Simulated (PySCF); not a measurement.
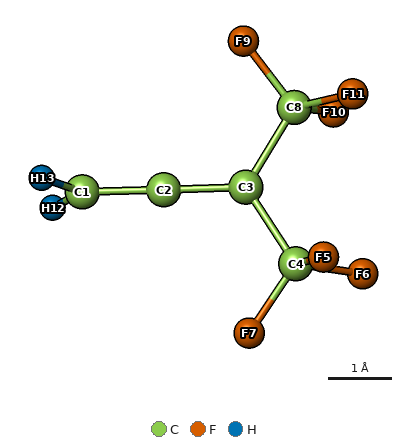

Fig. 1: The input geometry (ball-and-stick view, seen at a tilt; atoms are numbered from 1 in the order of the input). Bond lengths as drawn: C–C 1.30 to 1.51 Å, C–F 1.33 Å and C–H 1.09 Å.

**C5H2F6: NMR shielding calculation**

C5H2F6, SMILES C=C=C(C(F)(F)F)C(F)(F)F, computed with GIAO PBE0/pcSseg-1 NMR shielding, non-relativistic, gas phase (PySCF 2.14.0).

The geometry comes from this level: PBE0-D3(BJ)/def2-SVP. Figures and captions count atoms from 1; the log counts them from 0 in places.

Log
```
coarse grid: 13192 points
cycle   1  E = -789.5393043126  dE =  2.078e+00  |g| = 1.234e+00  |ddm| = 4.137e+00
cycle   2  E = -789.2160676575  dE =  3.232e-01  |g| = 1.925e+00  |ddm| = 2.055e+00
cycle   3  E = -789.7891108846  dE = -5.730e-01  |g| = 1.571e-01  |ddm| = 1.459e+00
cycle   4  E = -789.7935709962  dE = -4.460e-03  |g| = 8.375e-02  |ddm| = 2.019e-01
cycle   5  E = -789.7952863034  dE = -1.715e-03  |g| = 1.659e-02  |ddm| = 7.847e-02
cycle   6  E = -789.7953443743  dE = -5.807e-05  |g| = 2.794e-03  |ddm| = 1.496e-02
cycle   7  E = -789.7953460158  dE = -1.642e-06  |g| = 9.732e-04  |ddm| = 2.868e-03
final grid: 136408 points
cycle   8  E = -789.8981944295  dE = -5.761e-05  |g| = 6.769e-03  |ddm| = 3.756e-02
cycle   9  E = -789.8981892250  dE =  5.204e-06  |g| = 9.288e-03  |ddm| = 1.189e-02
cycle  10  E = -789.8982032747  dE = -1.405e-05  |g| = 7.937e-04  |ddm| = 6.422e-03
cycle  11  E = -789.8982033862  dE = -1.115e-07  |g| = 3.771e-04  |ddm| = 9.091e-04
cycle  12  E = -789.8982034181  dE = -3.189e-08  |g| = 1.387e-04  |ddm| = 4.418e-04
cycle  13  E = -789.8982034225  dE = -4.357e-09  |g| = 2.072e-05  |ddm| = 1.349e-04
cycle  14  E = -789.8982034225  dE = -6.639e-11  |g| = 8.713e-06  |ddm| = 2.238e-05
```

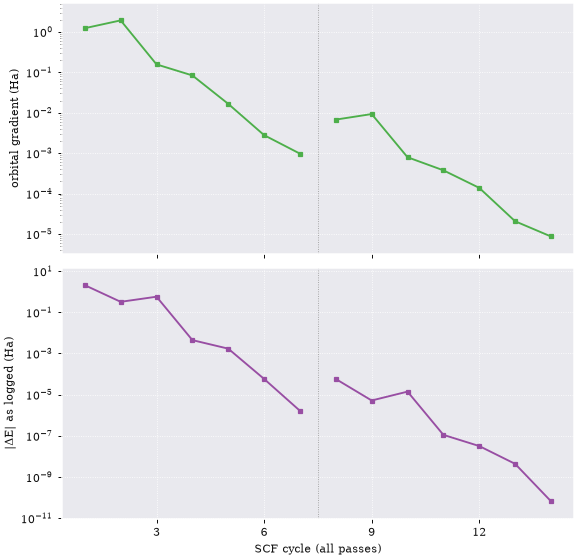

Fig. 2: Convergence of the self-consistent field: orbital gradient and size of the energy change against the SCF cycle. The dotted line marks the change from a coarse to the final integration grid. The first 7 cycles use a coarse grid, the final grid takes over at cycle 8, and the field converges after 14 cycles in all.

```
converged SCF energy = -789.8982034225

GIAO shielding tensors (ppm)
atom      isotropic    diamagn.    paramagn.     s11        s22        s33       span
  0 C       92.295     262.330    -170.035     -8.864    118.357    167.391    176.255
  1 C      -38.533     260.038    -298.570    -58.166    -46.947    -10.485     47.681
  2 C       83.094     267.232    -184.138     18.793    104.104    126.385    107.591
  3 C       58.295     237.946    -179.651     49.833     60.205     64.848     15.015
  4 F      242.091     472.233    -230.142    165.895    237.043    323.336    157.441
  5 F      251.782     472.183    -220.401    178.106    249.326    327.914    149.809
  6 F      257.610     472.895    -215.285    184.272    248.109    340.450    156.178
  7 C       58.311     237.997    -179.686     49.870     60.245     64.817     14.947
  8 F      257.552     472.941    -215.389    184.705    247.623    340.328    155.623
  9 F      241.196     472.412    -231.217    164.982    235.568    323.036    158.054
 10 F      252.640     472.106    -219.466    179.249    250.622    328.050    148.801
 11 H       25.369      28.769      -3.400     23.233     23.902     28.972      5.739
 12 H       25.366      28.758      -3.392     23.227     23.900     28.970      5.744
```

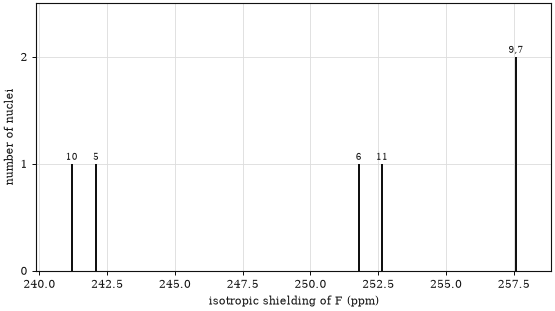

Fig. 3: Isotropic shieldings of the fluorine nuclei in this fixed geometry, labelled by atom number; shielding grows to the right, so chemical shift grows to the left. The least shielded is F10 (241.2 ppm), the most shielded F7 (257.6 ppm).

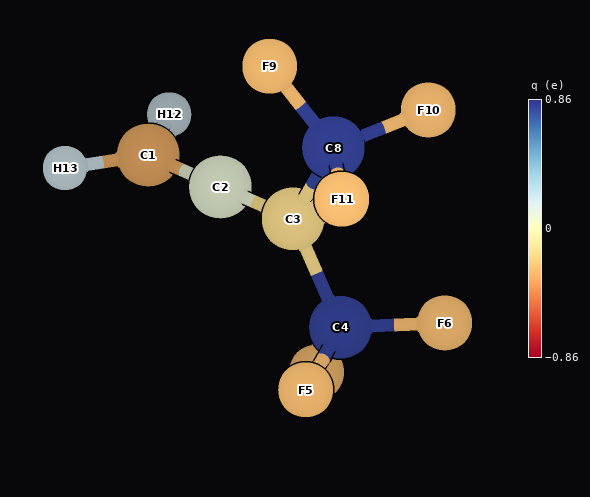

Fig. 4: IAO charges, as the colour of each atom (ball-and-stick view, seen at a tilt; atoms are numbered from 1 in the order of the input). By element: C −0.31 to +0.82, F −0.27 and H +0.19 e.

The run was set up as follows.

The input
```
{"job": {"kind": "nmr", "xc": "PBE0", "basis": "pcSseg-1"}, "charge": 0, "multiplicity": 1}
C      2.392251     0.234221    -0.291619
C      1.107540     0.102415    -0.136512
C     -0.188522    -0.024679     0.016127
C     -0.817338    -1.361564     0.330999
F     -1.453602    -1.860255    -0.728539
F     -1.710071    -1.245248     1.314748
F      0.100100    -2.246987     0.705668
C     -1.108139     1.168002    -0.100272
F     -0.494964     2.192376    -0.683593
F     -1.525037     1.573034     1.099164
F     -2.189907     0.866893    -0.818756
H      3.038443     0.474321     0.558955
H      2.855403     0.109118    -1.275718
```

The first line tells a small driver script what to run in PySCF; the rest is the geometry in Å.

Launch command:
```bash
OMP_NUM_THREADS=2 python <driver script> task.json out
```

Summary

```json
{"quantity": "outcome", "value": "converged"}
{"quantity": "total energy", "value": "−789.898203 hartree"}
{"quantity": "HOMO", "value": "−9.07 eV"}
{"quantity": "LUMO", "value": "−1.28 eV"}
{"quantity": "dipole moment", "value": "3.43 D"}
{"quantity": "isotropic shielding, C", "value": "−38.5 to 92.3 ppm"}
{"quantity": "isotropic shielding, F", "value": "241.2 to 257.6 ppm"}
{"quantity": "isotropic shielding, H", "value": "25.4 ppm"}
{"quantity": "hardware", "value": "2 CPU threads, shared host"}
{"quantity": "wall time", "value": "19 s (CPU time 47 s)"}
{"quantity": "peak memory", "value": "1.4 GiB"}
```
